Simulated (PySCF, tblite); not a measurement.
# C3H8N2SSi: geometry, infrared bands and NMR shifts

What infrared bands and NMR shifts should C3H8N2SSi (`C#CCS[SiH](N)N`) show?

Computed with tblite 0.8.0 and PySCF 2.14.0, with density-fitted response routines of our own, on a single molecule in the gas phase. Atoms count from 0, in the outputs and in this text.

## (1) Starting geometry

15 atoms, charge 0, multiplicity 1; geometry from: force field or distance geometry start.

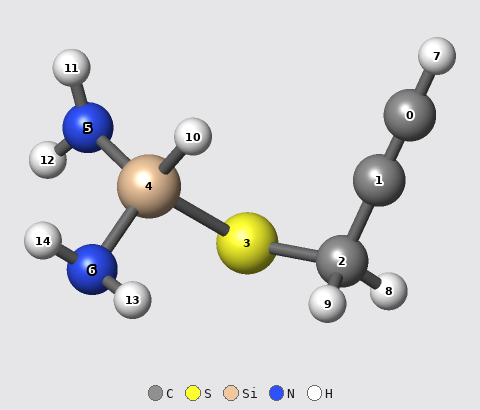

As it starts; carbon grey, sulfur yellow, silicon light orange, nitrogen blue, hydrogen white, atoms numbered; sticks join atoms by distance.

## (2) Relaxing the molecule with GFN2-xTB

The job: settings as JSON, then the geometry in Å.

```
{"job": {"kind": "relax", "xc": "GFN2-xTB", "basis": "xTB"}, "charge": 0, "multiplicity": 1}
C      3.163300     0.781100     0.105100
C      2.481800    -0.154000    -0.159100
C      1.651400    -1.316500    -0.473000
S      0.105100    -0.771000    -1.285300
Si    -1.134800     0.339800     0.104400
N     -2.067500     1.442000    -0.907300
N     -2.140600    -0.836100     0.963700
H      3.771600     1.631000     0.348300
H      2.217400    -1.890300    -1.246600
H      1.412300    -1.968800     0.370200
H     -0.203600     0.984200     1.017700
H     -2.137000     2.416200    -0.603000
H     -2.845100     1.054000    -1.426700
H     -1.511600    -1.433600     1.560200
H     -2.766900    -0.270000     1.609600
```

Started as:

```console
$ OMP_NUM_THREADS=1 python probes_run.py task.json out
```

One launch serves the whole session: the jobs run in the order shown.

Standard output:

```text
step      E/eV     max force
  0    -578.98593    1.989
  1    -579.05743    4.969
  2    -579.20686    1.577
  3    -579.25800    0.717
  4    -579.28867    0.554
  5    -579.31575    0.461
  6    -579.32962    0.472
  7    -579.34462    0.372
  8    -579.35827    0.380
  9    -579.37326    0.331
 10    -579.38599    0.351
 11    -579.39659    0.330
 12    -579.40494    0.217
 13    -579.40978    0.166
 14    -579.41197    0.102
 15    -579.41317    0.090
 16    -579.41416    0.098
 17    -579.41567    0.119
 18    -579.41773    0.139
 19    -579.42008    0.128
 20    -579.42240    0.131
 21    -579.42486    0.143
 22    -579.42756    0.137
 23    -579.43007    0.123
 24    -579.43210    0.101
 25    -579.43412    0.134
 26    -579.43700    0.149
 27    -579.44141    0.234
 28    -579.44635    0.248
 29    -579.45033    0.168
 30    -579.45255    0.138
 31    -579.45423    0.176
 32    -579.45609    0.140
 33    -579.45898    0.139
 34    -579.46124    0.129
 35    -579.46363    0.119
 36    -579.46572    0.107
 37    -579.46730    0.124
 38    -579.46866    0.123
 39    -579.46999    0.123
 40    -579.47153    0.107
 41    -579.47274    0.061
 42    -579.47338    0.056
 43    -579.47391    0.060
 44    -579.47485    0.072
 45    -579.47594    0.077
 46    -579.47691    0.069
 47    -579.47764    0.059
 48    -579.47837    0.068
 49    -579.47919    0.084
 50    -579.48023    0.124
 51    -579.48124    0.109
 52    -579.48255    0.078
 53    -579.48347    0.075
 54    -579.48496    0.131
 55    -579.48616    0.147
 56    -579.48722    0.125
 57    -579.48781    0.124
 58    -579.48844    0.074
 59    -579.48886    0.050
 60    -579.48929    0.057
 61    -579.48975    0.060
 62    -579.49024    0.039
 63    -579.49052    0.038
 64    -579.49071    0.038
 65    -579.49095    0.040
 66    -579.49122    0.041
 67    -579.49144    0.035
 68    -579.49159    0.045
 69    -579.49174    0.046
 70    -579.49193    0.046
 71    -579.49220    0.050
 72    -579.49245    0.033
 73    -579.49264    0.037
 74    -579.49282    0.038
 75    -579.49310    0.049
 76    -579.49341    0.054
 77    -579.49365    0.040
 78    -579.49377    0.066
 79    -579.49391    0.026
 80    -579.49403    0.025
 81    -579.49422    0.040
 82    -579.49432    0.031
 83    -579.49439    0.021
 84    -579.49443    0.014
 85    -579.49447    0.016
 86    -579.49450    0.020
 87    -579.49452    0.014
 88    -579.49455    0.013
 89    -579.49458    0.012
 90    -579.49461    0.011
 91    -579.49464    0.012
 92    -579.49468    0.015
 93    -579.49471    0.013
 94    -579.49473    0.011
 95    -579.49476    0.011
 96    -579.49480    0.013
 97    -579.49486    0.017
 98    -579.49491    0.016
 99    -579.49494    0.014
100    -579.49497    0.015
101    -579.49500    0.018
102    -579.49505    0.025
103    -579.49512    0.023
104    -579.49517    0.029
105    -579.49521    0.017
106    -579.49523    0.023
107    -579.49526    0.037
108    -579.49534    0.027
109    -579.49550    0.028
110    -579.49575    0.053
111    -579.49581    0.009
```

It took 0.76 s on 1 thread of Arm Neoverse V1, shared host; peak memory 0.18 GiB.

Relaxation path: (not every step is listed)

```csv
step,energy from step 0 (eV),largest force (eV/Å)
0,0.0000,1.9892
1,-0.0715,4.9686
2,-0.2209,1.5769
3,-0.2721,0.7171
4,-0.3027,0.5540
5,-0.3298,0.4607
6,-0.3437,0.4718
7,-0.3587,0.3717
8,-0.3723,0.3801
17,-0.4297,0.1195
26,-0.4511,0.1486
35,-0.4777,0.1192
44,-0.4889,0.0720
53,-0.4975,0.0752
62,-0.5043,0.0385
71,-0.5063,0.0499
80,-0.5081,0.0248
89,-0.5086,0.0118
98,-0.5090,0.0164
106,-0.5093,0.0233
107,-0.5093,0.0370
108,-0.5094,0.0270
109,-0.5096,0.0277
110,-0.5098,0.0533
111,-0.5099,0.0093
```

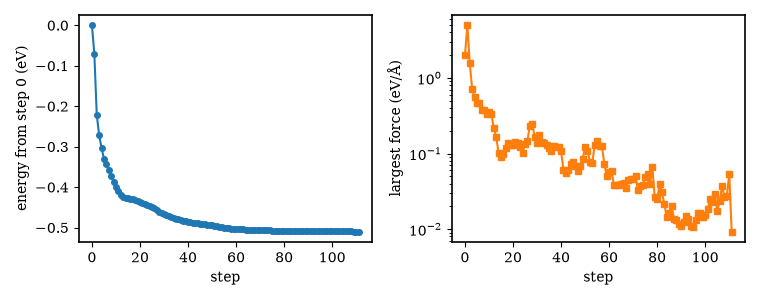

Energy and force, step by step.

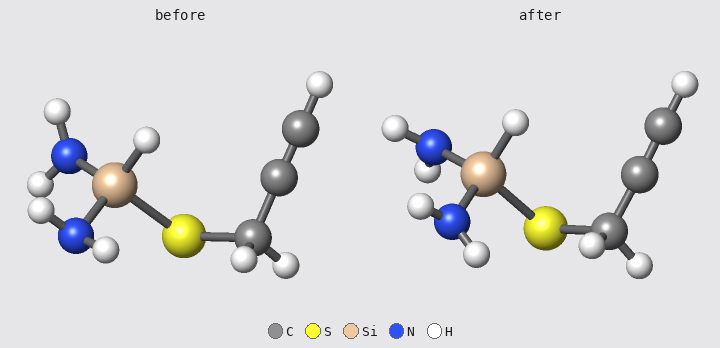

Before and after, at one scale.

Distances of close pairs at the start and the end, largest changes first:

| bond | before (Å) | after (Å) | change (Å) |
| --- | --- | --- | --- |
| N6–H14 | 1.063 | 1.006 | -0.057 |
| Si4–N5 | 1.763 | 1.713 | -0.050 |
| N6–H13 | 1.053 | 1.007 | -0.046 |
| Si4–N6 | 1.770 | 1.726 | -0.044 |
| C2–H8 | 1.117 | 1.091 | -0.026 |
| C1–C2 | 1.463 | 1.438 | -0.025 |
| C0–H7 | 1.073 | 1.049 | -0.024 |
| N5–H11 | 1.023 | 1.005 | -0.018 |

The next job starts from the end point, and lists it.

## (3) Infrared spectrum with GFN2-xTB

The job: settings as JSON, then the geometry in Å.

```
{"job": {"kind": "ir", "xc": "GFN2-xTB", "basis": "xTB"}, "charge": 0, "multiplicity": 1}
C      3.120373     0.719489     0.124218
C      2.398316    -0.206622    -0.110180
C      1.483728    -1.271049    -0.422674
S      0.052821    -0.678656    -1.421268
Si    -1.013854     0.448487     0.068729
N     -2.041408     1.492074    -0.819755
N     -1.837722    -0.717220     1.038847
H      3.774406     1.511491     0.335685
H      1.971801    -2.024189    -1.042804
H      1.100756    -1.737282     0.486210
H     -0.063278     1.287592     0.792512
H     -2.787247     1.969532    -0.345527
H     -2.317417     1.240567    -1.753810
H     -1.423291    -1.610547     1.247471
H     -2.422397    -0.415678     1.800435
```

Standard output:

```text
mode    cm-1     km/mol
  1      17.5      0.95
  2      57.1      1.96
  3     105.9      2.39
  4     139.0      0.54
  5     150.2     16.97
  6     157.2     10.21
  7     195.2      0.75
  8     217.7      7.08
  9     275.4     25.26
 10     286.2      0.83
 11     416.5     88.16
 12     419.9     31.59
 13     452.7    297.89
 14     491.2     44.04
 15     627.2     31.94
 16     634.0      4.11
 17     642.2    110.80
 18     708.9     91.93
 19     717.6      2.83
 20     762.0     19.72
 21     820.4    121.41
 22     860.1    212.44
 23     865.6     99.04
 24     957.9    188.13
 25    1003.5      1.30
 26    1116.8      1.70
 27    1201.0      7.86
 28    1413.2      0.90
 29    1514.3     66.97
 30    1515.0     70.18
 31    2267.7    216.04
 32    2283.6     14.85
 33    2953.3     17.72
 34    2977.4      6.10
 35    3399.0      5.14
 36    3477.9      2.98
 37    3494.6      6.58
 38    3514.0      3.97
 39    3534.7      4.92
```

It took 0.52 s on 1 thread of Arm Neoverse V1, shared host; peak memory 0.18 GiB.

The strongest bands and the atoms that carry them (share of the mass-weighted mode):

```csv
cm⁻¹,km/mol,atoms
453,297.9,"H11 28 %, H12 22 %, H14 15 %, H13 13 %"
642,110.8,"H10 67 %, H7 14 %"
709,91.9,H10 91 %
820,121.4,"H12 27 %, N6 18 %, N5 17 %, H11 13 %"
860,212.4,"N6 18 %, Si4 18 %, H9 10 %"
866,99.0,"H9 20 %, C2 19 %, H8 18 %"
958,188.1,"Si4 44 %, N5 32 %, N6 12 %"
2268,216.0,H10 96 %
```

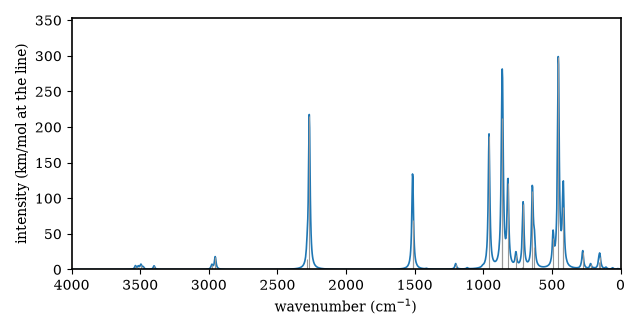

The infrared spectrum from these modes, unscaled. Lines are broadened to a width of 14 cm⁻¹ (Lorentzian).

## (4) NMR shieldings: PBE0/pcSseg-1

The job, as its differences from that of step 3:

```diff
@@ -1,2 +1,2 @@
-{"job": {"kind": "ir", "xc": "GFN2-xTB", "basis": "xTB"}, "charge": 0, "multiplicity": 1}
+{"job": {"kind": "nmr", "xc": "PBE0", "basis": "pcSseg-1"}, "charge": 0, "multiplicity": 1}
 C      3.120373     0.719489     0.124218
```

Level: GIAO PBE0/pcSseg-1 NMR shielding, non-relativistic, gas phase.

Standard output:

```text
coarse grid: 13592 points
cycle   1  E = -915.6066625934  dE =  8.160e-01  |g| = 6.355e-01  |ddm| = 3.687e+00
cycle   2  E = -915.5707499232  dE =  3.591e-02  |g| = 7.649e-01  |ddm| = 1.369e+00
cycle   3  E = -915.6948363176  dE = -1.241e-01  |g| = 1.039e-01  |ddm| = 7.155e-01
cycle   4  E = -915.6966612927  dE = -1.825e-03  |g| = 6.265e-02  |ddm| = 1.318e-01
cycle   5  E = -915.6975628685  dE = -9.016e-04  |g| = 1.757e-02  |ddm| = 5.113e-02
cycle   6  E = -915.6976360032  dE = -7.313e-05  |g| = 2.652e-03  |ddm| = 1.774e-02
cycle   7  E = -915.6976376453  dE = -1.642e-06  |g| = 6.022e-04  |ddm| = 3.507e-03
final grid: 122256 points
cycle   8  E = -915.7357635417  dE = -2.356e-05  |g| = 9.440e-03  |ddm| = 3.430e-02
cycle   9  E = -915.7357494942  dE =  1.405e-05  |g| = 1.239e-02  |ddm| = 1.890e-02
cycle  10  E = -915.7357833649  dE = -3.387e-05  |g| = 1.059e-03  |ddm| = 1.081e-02
cycle  11  E = -915.7357835849  dE = -2.200e-07  |g| = 4.922e-04  |ddm| = 1.130e-03
cycle  12  E = -915.7357836434  dE = -5.853e-08  |g| = 1.103e-04  |ddm| = 4.070e-04
cycle  13  E = -915.7357836462  dE = -2.753e-09  |g| = 2.916e-05  |ddm| = 1.322e-04
cycle  14  E = -915.7357836464  dE = -2.151e-10  |g| = 8.958e-06  |ddm| = 4.860e-05
converged SCF energy = -915.7357836464

GIAO shielding tensors (ppm)
atom      isotropic    diamagn.    paramagn.     s11        s22        s33       span
  0 C      107.142     257.210    -150.068     37.182     45.208    239.035    201.853
  1 C      100.815     264.729    -163.914     -7.256     11.853    297.849    305.105
  2 C      168.209     250.909     -82.700    153.040    171.097    180.491     27.450
  3 S      581.410    1059.990    -478.580    424.221    563.468    756.541    332.320
  4 Si     366.140     879.515    -513.374    333.685    377.979    386.757     53.072
  5 N      242.918     316.880     -73.962    220.099    243.466    265.189     45.090
  6 N      230.135     319.884     -89.750    205.169    227.397    257.837     52.668
  7 H       29.959      34.193      -4.235     24.889     25.234     39.753     14.864
  8 H       28.448      27.765       0.683     21.745     27.214     36.386     14.641
  9 H       28.576      31.144      -2.568     22.385     28.791     34.552     12.167
 10 H       25.839      31.410      -5.571     22.696     24.293     30.527      7.830
 11 H       31.227      29.437       1.791     23.830     26.919     42.932     19.102
 12 H       30.761      30.662       0.099     22.992     28.100     41.192     18.200
 13 H       30.718      32.498      -1.780     23.331     28.301     40.522     17.191
 14 H       31.039      30.558       0.481     24.086     26.571     42.461     18.375
```

It took 29 s on 1 thread of Arm Neoverse V1, shared host; peak memory 0.78 GiB.

Shifts follow as δ = σ(reference) − σ, with reference shieldings (ppm) from runs at the same level and on the same kind of geometry: 1H TMS 31.72, 13C TMS 186.9, 29Si TMS 349.2, 15N NH3 267.7, 33S CS2 504. The references are single molecules in the gas phase, so shifts against H2O, NH3, PH3, H3PO4 or CFCl3 are not on the usual liquid scales and can be off by tens of ppm. Atoms listed in one row are averaged.

| atoms | environment | σ (ppm) | δ (ppm) | δ scaled to CDCl3 |
| --- | --- | --- | --- | --- |
| C1 | alkyne carbon | 100.8 | 86.1 | 82.1 |
| C0 | terminal alkyne carbon | 107.1 | 79.8 | 76.0 |
| C2 | propargylic sp3 CH2 bonded to S | 168.2 | 18.7 | 11.9 |
| H10 | hydrogen on a silicon bonded to 2 N, S | 25.84 | 5.88 | – |
| H8, H9 | hydrogen on a propargylic sp3 CH2 bonded to S | 28.51 | 3.20 | 3.13 |
| H7 | hydrogen on a terminal alkyne carbon | 29.96 | 1.76 | 1.76 |
| H11, H12, H13, H14 | hydrogen on a nitrogen bonded to Si | 30.94 | 0.78 | – |
| S3 | sulfur bonded to C, Si | 581 | -78 | – |
| Si4 | silicon bonded to 2 N, S, H | 366.1 | -17.0 | – |
| N5, N6 | nitrogen bonded to Si, 2 H | 236.5 | 31.2 | – |

The scaled column applies a straight-line fit of computed shieldings to shifts measured in CDCl3, with any fitted terms for Cl, Br or S neighbours (root-mean-square error 0.16 ppm for H, 1.9 ppm for C).

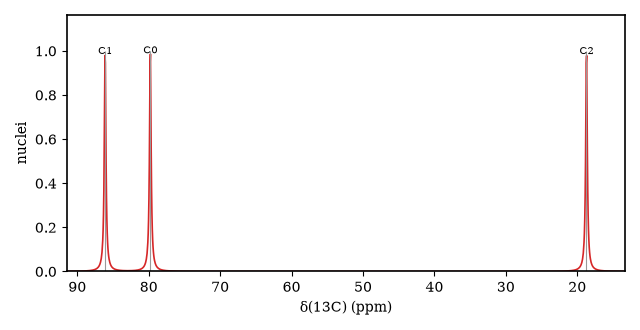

13C lines at the computed shifts, without couplings. Lines are broadened to a width of 0.27 ppm (Lorentzian).

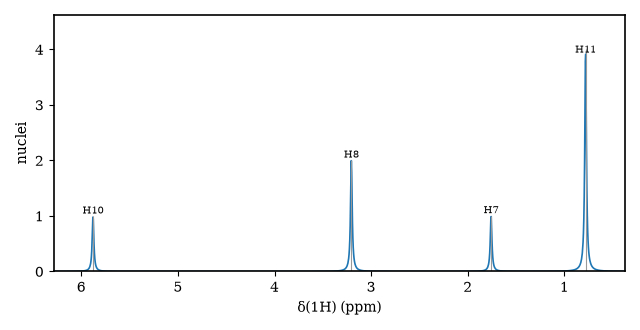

1H lines at the computed shifts, without couplings. Lines are broadened to a width of 0.02 ppm (Lorentzian).

The run also stored atomic charges by several schemes (e):

| atoms | Mulliken | IAO | Hirshfeld | ESP fit |
| --- | --- | --- | --- | --- |
| C0 | -0.33 | -0.23 | -0.11 | -0.49 |
| C1 | 0.19 | -0.03 | -0.05 | 0.09 |
| C2 | -0.31 | -0.34 | -0.05 | -0.24 |
| S3 | -0.29 | -0.20 | -0.10 | -0.33 |
| Si4 | 0.91 | 1.08 | 0.38 | 1.15 |
| N5, N6 | -0.62 | -0.86 | -0.33 | -1.23 |

Mulliken charges:

C0 -0.33; C1 0.19; C2 -0.31; S3 -0.29; Si4 0.91; N5 -0.62; N6 -0.62; H7 0.04; H8 0.19; H9 0.18; H10 -0.10; H11 0.19; H12 0.20; H13 0.20; H14 0.19

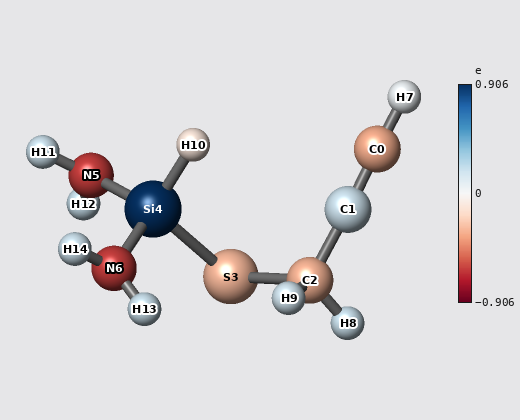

Mulliken charges, as colours on the atoms.

Mayer bond orders: C0–C1 2.56, C1–C2 1.02, C2–S3 1.04, S3–Si4 0.91, Si4–N5 1.07, Si4–N6 1.03.

The fields below are evaluated on a grid from the run's orbitals.

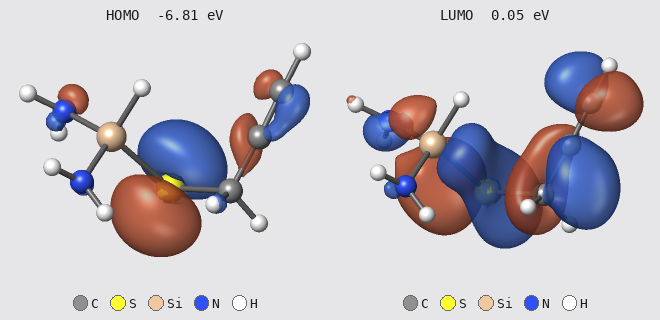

Frontier orbitals at PBE0/pcSseg-1; each surface holds 70 % of the orbital's density, blue and red mark the sign.

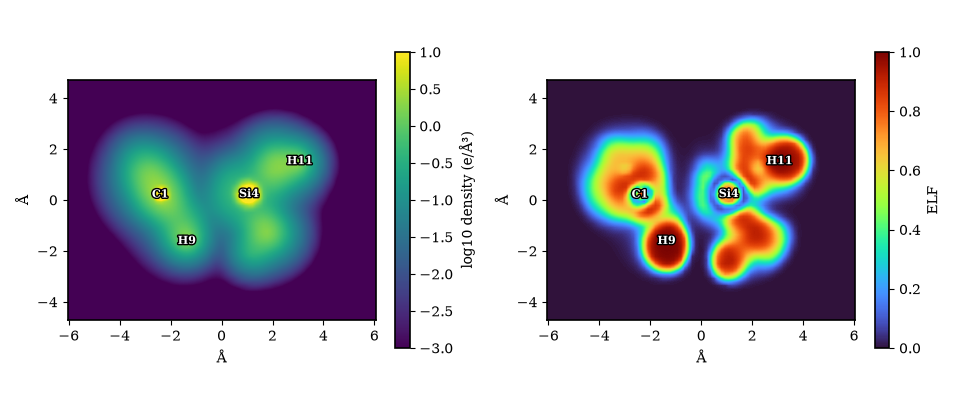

Density (left) and ELF (right) in a plane through or near 4 of the atoms.

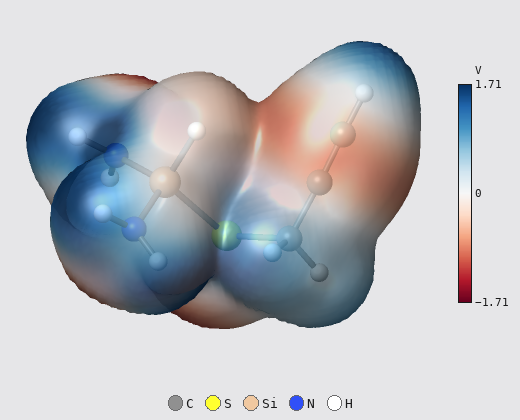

The potential that a unit positive charge feels on the 0.002 e/bohr³ surface, from -1.41 V near N5 to 1.71 V near H14.

## (5) What came out

```
                                                               quantity                       value
                              strongest single infrared mode (GFN2-xTB)        453 cm⁻¹, 298 km/mol
                                           zero-point energy (GFN2-xTB)               66.7 kcal/mol
                                 13C shifts against TMS (PBE0/pcSseg-1)        86.1, 79.8, 18.7 ppm
 1H shifts against TMS (PBE0/pcSseg-1, means over atoms taken as alike)  5.88, 3.20, 1.76, 0.78 ppm
                                 33S shifts against CS2 (PBE0/pcSseg-1)                     -78 ppm
                                29Si shifts against TMS (PBE0/pcSseg-1)                   -17.0 ppm
15N shifts against NH3 (PBE0/pcSseg-1, means over atoms taken as alike)                    31.2 ppm
                                  surface potential, least and greatest          -1.41 V and 1.71 V
```

Over 111 steps the energy fell by 0.510 eV; of the close pairs, N6–H14 changed most, 1.063 to 1.006 Å. All 39 modes are real, so the xTB geometry is a minimum. The strongest single mode, at 453 cm⁻¹, is carried by H11, H12, H14, H13. GFN2-xTB is a fitted tight-binding method: band positions and strengths are rough. Its intensities can rank the bands wrongly. At PBE0/pcSseg-1: The largest span, 332 ppm, is at S3, where the paramagnetic term is -479 ppm.
